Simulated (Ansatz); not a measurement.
# CH2ClF (chlorofluoromethane) at 6 levels

We compute a comparison of 6 runs (UHF/STO-3G, B2PLYP/STO-3G, BLYP/STO-3G, UPBE/STO-3G, wB97X/STO-3G, UMP2/STO-3G) of CH2ClF (chlorofluoromethane). 

The calculation is run with Ansatz 0.2.0.

70 further runs of the same task are left out: 2 that didn't finish, 68 set aside as unsound or not needed.

### Step 1. The system as given

CH2ClF has 5 atoms, charge 0, and is taken as a singlet. SMILES: `FCCl`. The H4–C2 distance was set to 1.634 Å, away from the relaxed value. At this shape a bond of the SMILES string is far longer than usual.

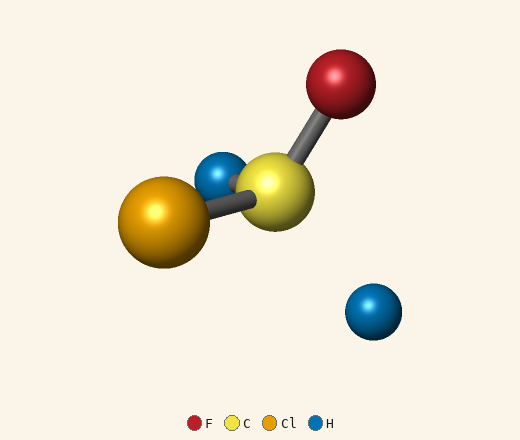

The structure, seen from a chosen angle (fluorine red, carbon yellow, chlorine amber, hydrogen blue).

### Step 2. A single-point energy at UHF/STO-3G (run 1)

File in.yaml:

```yaml
crystal:
  periodic: [false, false, false]
  atoms:
    - {symbol: F, position_ang: [-1.344744, 0.756485, 0.422737]}
    - {symbol: C, position_ang: [-0.290734, 0.285285, -0.285693]}
    - {symbol: Cl, position_ang: [-0.797264, -1.036925, -1.341823]}
    - {symbol: H, position_ang: [0.832130, -0.302600, 0.745580]}
    - {symbol: H, position_ang: [0.103426, 1.081635, -0.915843]}
basis:
  gaussian:
    orbitals: STO-3G
accuracy: high
hamiltonian:
  xc: hf
magnetization:
  spin_polarized: true
  initial_magnetization: 0
```

On the command line:

```bash
ansatz run in.yaml --threads 1 --pin off --max-ram 3480MiB --events-out events.jsonl --progress --plain --runs-dir runs
```

Standard output:

```text
Warning: RAYON_NUM_THREADS=1 ignored (pool sized by the plan → 1); use --threads N
Functional definition: HF
  name "HF"
  exchange = exact_x
  correlation = 0
374 factors; integrals over basis functions are off by at most 3.4e-8 eV
mean field evaluation 1: about -16079.8132 eV, gradient 2.2e1 eV
mean field evaluation 2: about -16079.9255 eV, gradient 2.2e1 eV
mean field evaluation 4: about -16083.4713 eV, gradient 1.2e0 eV
mean field evaluation 8: about -16083.4888 eV, gradient 2.1e-5 eV
mean field evaluation 16: about -16083.5646 eV, gradient 7.8e-2 eV
mean field -16083.55963268 eV, -591.0599146728 hartree, gradient 2.9e-8 eV, S^2 0.220318; 1 other end points of the search recorded, 0 dependent functions left out
reference -16083.55963268 eV, -591.0599146728 hartree; 17, 17 occupied and 4, 4 virtual orbitals, 374 factors
Total energy: -16083.55963268 eV, -591.0599146728 hartree
```

Run time: 0.24 s. Hardware: 1 thread of Arm Neoverse V1, shared host.

### Step 3. The energy at B2PLYP/STO-3G (run 2)

File in.yaml:

```yaml
crystal:
  periodic: [false, false, false]
  atoms:
    - symbol: F
      position_ang: [-1.344744, 0.756485, 0.422737]
    - symbol: C
      position_ang: [-0.290734, 0.285285, -0.285693]
    - symbol: Cl
      position_ang: [-0.797264, -1.036925, -1.341823]
    - symbol: H
      position_ang: [0.832130, -0.302600, 0.745580]
    - symbol: H
      position_ang: [0.103426, 1.081635, -0.915843]
basis:
  gaussian:
    orbitals: STO-3G
hamiltonian:
  xc: {name: B2PLYP}
correlation:
  frozen_orbitals: {C: 1, Cl: 5, F: 1, H: 0}
accuracy: high
```

On the command line:

```bash
ansatz run in.yaml --threads 1 --pin off --max-ram 3480MiB --events-out events.jsonl --progress --plain --runs-dir runs
```

Standard output:

```text
Warning: RAYON_NUM_THREADS=1 ignored (pool sized by the plan → 1); use --threads N
Functional definition: B2PLYP
  name "B2PLYP"
  parameter a = 0.53
  parameter c = 0.27
  exchange = (1 - a)*b88_x + a*exact_x
  correlation = (1 - c)*lyp_c + c*(mp2_os + mp2_ss)
374 factors; integrals over basis functions are off by at most 3.4e-8 eV
mean field evaluation 1: about -16104.4621 eV, gradient 2.8e1 eV
mean field evaluation 2: about -16104.4888 eV, gradient 2.8e1 eV
mean field evaluation 4: about -16107.2682 eV, gradient 6.5e-1 eV
mean field evaluation 8: about -16107.2692 eV, gradient 9.0e-3 eV
mean field evaluation 16: about -16107.2692 eV, gradient 3.4e-8 eV
mean field -16107.26921167 eV, -591.9312256296 hartree, gradient 3.2e-8 eV, S^2 0.000000; 0 other end points of the search recorded, 0 dependent functions left out
7 core orbitals not correlated: weight in the atoms' cores, before any rotation towards them, 1.000 or more for the frozen orbitals, at most 0.000 for the correlated occupied ones
reference -16107.26922762 eV, -591.9312262160 hartree; 10, 10 occupied and 4, 4 virtual orbitals, 374 factors
second order -3.70216192 eV of doubles, -0.00000000 eV of singles
Total energy: -16108.26881134 eV, -591.9679602401 hartree
```

Run time: 1.6 s. Hardware: 1 thread of Arm Neoverse V1, shared host; peak memory 0.099 GiB.

Runs 3 to 4 aren't shown in full; the table further down has their settings and results.

### Step 4. The energy at wB97X/STO-3G (run 5)

File job.yaml:

```yaml
basis:
  gaussian:
    orbitals: STO-3G
crystal:
  periodic: [false, false, false]
  atoms:
    - {symbol: F, position_ang: [-1.344744, 0.756485, 0.422737]}
    - {symbol: C, position_ang: [-0.290734, 0.285285, -0.285693]}
    - {symbol: Cl, position_ang: [-0.797264, -1.036925, -1.341823]}
    - {symbol: H, position_ang: [0.832130, -0.302600, 0.745580]}
    - {symbol: H, position_ang: [0.103426, 1.081635, -0.915843]}
hamiltonian:
  xc: {name: wB97X}
accuracy: high
```

On the command line:

```bash
ansatz run job.yaml --threads 1 --pin off --max-ram 3480MiB --events-out events.jsonl --progress --plain --runs-dir runs
```

Standard output:

```text
Warning: RAYON_NUM_THREADS=1 ignored (pool sized by the plan → 1); use --threads N
Functional definition: wB97X
  name "wB97X"
  parameter omega = 0.3/bohr
  parameter cx = 0.157706
  parameter cx1 = 0.726479
  parameter cx2 = 1.04760
  parameter cx3 = -5.70635
  parameter cx4 = 13.2794
  parameter css1 = -4.33879
  parameter css2 = 18.2308
  parameter css3 = -31.7430
  parameter css4 = 17.2901
  parameter cos1 = 2.37031
  parameter cos2 = -11.3995
  parameter cos3 = 6.58405
  parameter cos4 = -3.78132
  exchange = spin_sum(e_x_unif_sr(omega)*poly(b97_u_x, 1 - cx, cx1, cx2, cx3, cx4)) + cx*exact_x_sr(omega)
      + exact_x_lr(omega)
  correlation = spin_sum(e_c_pw_same_spin*poly(b97_u_same, 1, css1, css2, css3, css4))
      + integral(e_c_pw_opposite_spin*poly(b97_u_opposite, 1, cos1, cos2, cos3, cos4))
374 factors; integrals over basis functions are off by at most 3.4e-8 eV
143 factors; integrals over basis functions are off by at most 1.1e-9 eV
mean field evaluation 1: about -16114.3638 eV, gradient 3.0e1 eV
mean field evaluation 2: about -16115.9122 eV, gradient 2.3e1 eV
mean field evaluation 4: about -16117.4854 eV, gradient 2.7e-1 eV
mean field evaluation 8: about -16117.4421 eV, gradient 1.6e-3 eV
mean field evaluation 16: about -16117.4421 eV, gradient 2.1e-7 eV
mean field -16117.44212109 eV, -592.3050731556 hartree, gradient 4.1e-8 eV, S^2 0.000000; 0 other end points of the search recorded, 0 dependent functions left out
reference -16117.44211977 eV, -592.3050731069 hartree; 17, 17 occupied and 4, 4 virtual orbitals, 374 factors
Total energy: -16117.44211977 eV, -592.3050731069 hartree
```

Run time: 5.4 s. Hardware: 1 thread of Arm Neoverse V1, shared host; peak memory 0.24 GiB.

### Step 5. A single-point energy at UMP2/STO-3G (run 6)

File run.yaml:

```yaml
crystal:
  periodic: [false, false, false]
  atoms:
    - {symbol: F, position_ang: [-1.344744, 0.756485, 0.422737]}
    - {symbol: C, position_ang: [-0.290734, 0.285285, -0.285693]}
    - {symbol: Cl, position_ang: [-0.797264, -1.036925, -1.341823]}
    - {symbol: H, position_ang: [0.832130, -0.302600, 0.745580]}
    - {symbol: H, position_ang: [0.103426, 1.081635, -0.915843]}
basis:
  gaussian:
    orbitals: STO-3G
magnetization:
  spin_polarized: true
  initial_magnetization: 0
correlation:
  method: mp2
  frozen_orbitals: {C: 1, Cl: 5, F: 1, H: 0}
accuracy: high
```

On the command line:

```bash
ansatz run run.yaml --threads 1 --pin off --max-ram 3480MiB --events-out events.jsonl --progress --plain --runs-dir runs
```

Standard output:

```text
Warning: RAYON_NUM_THREADS=1 ignored (pool sized by the plan → 1); use --threads N
Functional definition: HF
  name "HF"
  exchange = exact_x
  correlation = 0
374 factors; integrals over basis functions are off by at most 3.4e-8 eV
mean field evaluation 1: about -16079.8132 eV, gradient 2.2e1 eV
mean field evaluation 2: about -16079.9255 eV, gradient 2.2e1 eV
mean field evaluation 4: about -16083.4713 eV, gradient 1.2e0 eV
mean field evaluation 8: about -16083.4888 eV, gradient 2.1e-5 eV
mean field evaluation 16: about -16083.5646 eV, gradient 7.8e-2 eV
mean field -16083.55963268 eV, -591.0599146728 hartree, gradient 2.9e-8 eV, S^2 0.220318; 1 other end points of the search recorded, 0 dependent functions left out
7 core orbitals not correlated: weight in the atoms' cores, before any rotation towards them, 1.000 or more for the frozen orbitals, at most 0.000 for the correlated occupied ones
reference -16083.55963268 eV, -591.0599146728 hartree; 10, 10 occupied and 4, 4 virtual orbitals, 374 factors
second order -2.33894478 eV of doubles, -0.00000000 eV of singles
Total energy: -16085.89857746 eV, -591.1458693079 hartree
```

It took 0.22 s on 1 thread of Arm Neoverse V1, shared host.

### Step 6. Overview of the runs

| run | level | frozen core orbitals | energy (Eh) | wall time |
| --- | --- | --- | --- | --- |
| 1 | UHF/STO-3G | – | -591.059915 | 0.24 s |
| 2 | B2PLYP/STO-3G | 7 | -591.967960 | 1.6 s |
| 3 | BLYP/STO-3G | – | -592.212748 | 1.1 s |
| 4 | UPBE/STO-3G | – | -591.970746 | 1.9 s |
| 5 | wB97X/STO-3G | – | -592.305073 | 5.4 s |
| 6 | UMP2/STO-3G | 7 | -591.145869 | 0.22 s |

### Step 7. What came out

| quantity | value |
| --- | --- |
| run 6: total energy | -591.14587 Eh |
| run 6: correlation energy (7 core orbitals frozen) | -86.0 mEh |
| run 6: ⟨S²⟩ of the reference determinant | 0.220 |

In words: Totals of different functionals can't be ranked against each other. In runs 1, 2, 3, 4, 5, 6 the basis is minimal, so the values are rough. Spin contamination of the reference: run 1 ⟨S²⟩ = 0.22, run 6 ⟨S²⟩ = 0.22. All runs together took 11 s, the longest 5.4 s.
